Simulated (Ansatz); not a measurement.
Input

```
crystal:
  periodic: [false, false, false]
  atoms:
    - symbol: C
      position_ang: [-1.270629, -0.413425, 0.735237]
    - symbol: C
      position_ang: [-1.394444, -1.222200, -0.420705]
    - symbol: C
      position_ang: [-1.717123, -0.250797, -1.399430]
    - symbol: B
      position_ang: [-1.111469, 0.705643, -0.333022]
    - symbol: H
      position_ang: [-1.032209, -0.690369, 1.761224]
    - symbol: H
      position_ang: [-1.151061, -2.288964, -0.552880]
    - symbol: H
      position_ang: [-0.424908, 1.692317, -0.401458]
    - symbol: H
      position_ang: [-1.915923, -0.368494, -2.463769]
basis:
  gaussian:
    orbitals: def2-TZVPD
magnetization:
  spin_polarized: true
  initial_magnetization: 1
output: {forces: true, orbitals: {seedname: orbitals}}
hamiltonian:
  xc: pbe0
```

Command:

```sh
ansatz run input.yaml --threads 1 --pin off --max-ram 2610MiB --events-out events.jsonl --progress --plain --runs-dir runs
```

Geometry: B3LYP-D3(BJ)/def2-SVP.

Computed with isolated molecule in a Gaussian basis; Kohn-Sham density functional theory, functional PBE0 (Ansatz 0.2.0).

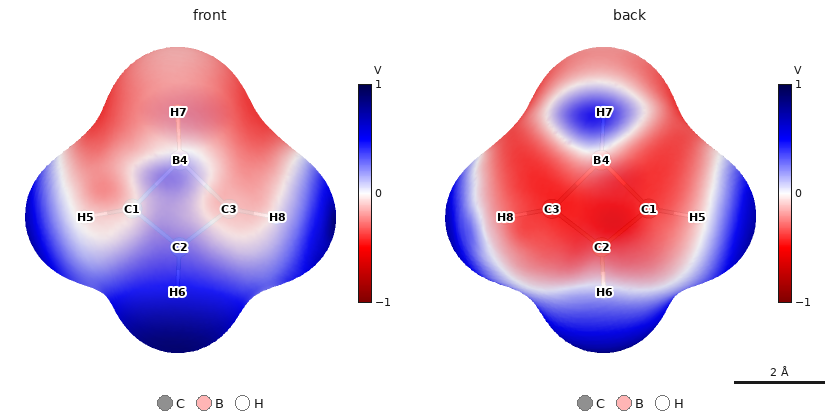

C3H4B (doublet). The molecular electrostatic potential painted on the density surface at 0.001 e/bohr³, seen from the front and from behind; the colour scale runs from red (negative) to blue (positive).

> Where is the surface potential most negative and most positive?

The most negative region (about −0.5 V) lies over C1, C2 and C3, the most positive (about +0.9 V) over H6 and H8.
